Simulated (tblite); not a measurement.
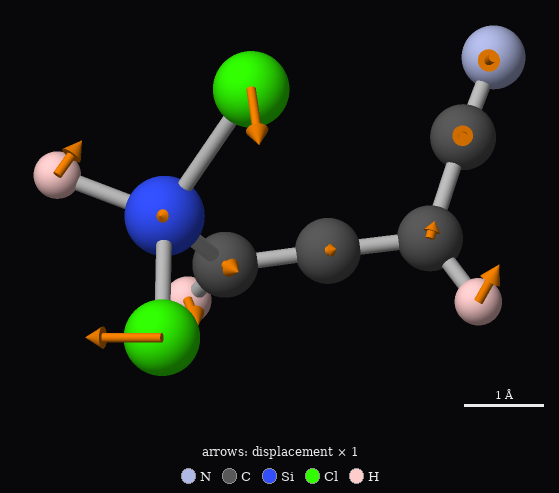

This is a relaxation of C4H3Cl2NSi. The starting structure is drawn; orange arrows show the displacements, at their true length. The two geometries are superimposed by the best rigid fit.

Style: ball-and-stick. Shown from a free direction.

The calculation used GFN2-xTB geometry optimisation, gas phase in tblite. 

Which element moves most?

Answer. Chlorine: up to 1.04 Å, against 0.60 Å for nitrogen.

Describe the change and its energy.

Answer. After 109 geometry steps the energy has fallen by 0.361 eV. A Cl atom moves most after the best rigid fit: 1.04 Å. By element the largest moves are Cl 1.04 Å, N 0.60 Å, H 0.56 Å, C 0.35 Å, Si 0.14 Å. Among the contacts that change: Cl–Si 2.109 → 2.012 Å, C–Si 1.827 → 1.895 Å, Cl–Si 2.083 → 2.016 Å, C–H 1.047 → 1.082 Å. Bond angles that change, for instance: C–C–H 127.8° → 116.2°, Si–C–H 127.8° → 117.0°, C–C–Si 115.0° → 123.6°. Groups turn about C–Si by about 40°.
